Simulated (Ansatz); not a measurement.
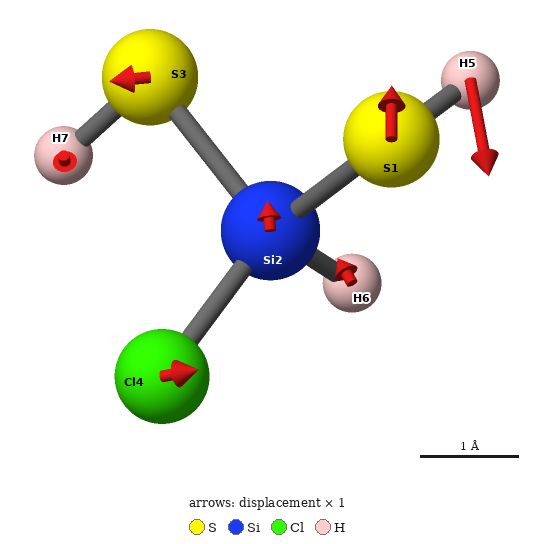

This is a relaxation of SiH$_{3}$S$_{2}$Cl. The starting structure is drawn; red arrows show the displacements, at their true length. The two geometries are superimposed by the best rigid fit.

The picture is a ball-and-stick view, seen at a tilt.

The run prepares an end point of a later path (torsion) calculation, from a guessed geometry.

The calculation used Ansatz, RKS B3LYP/STO-3G. Settings: no spin polarisation; force threshold 0.015 eV/Å; at most 40 steps.

Q: Which element moves most?

A: Hydrogen: up to 1.14 Å, against 0.64 Å for sulfur.

Q: What happened in the run?

A: H5 moves most after the best rigid fit: 1.14 Å. Largest moves by element: H 1.14 Å, S 0.64 Å, Cl 0.42 Å, Si 0.32 Å. Among the contacts that change: Si2–Cl4 2.020 → 2.142 Å, S1–H5 1.326 → 1.361 Å, S1–Si2 2.144 → 2.127 Å. Among the angles between lasting bonds that change: Cl4–Si2–H6 109.1° → 102.3°, S1–Si2–S3 105.4° → 108.2°, S1–Si2–H6 109.5° → 112.1°. Groups turn about S1–Si2 by about 90°, Si2–S3 by about 30°. After 17 accepted moves (19 points after the start) the energy has fallen by 8.12 kcal/mol. The largest force component goes from 2.7 to 0.00038 eV/Å. The line search rejected the trial steps at points 7, 10 of the run.

Limits of the set-up: STO-3G is a minimal basis, so the numbers are rough.
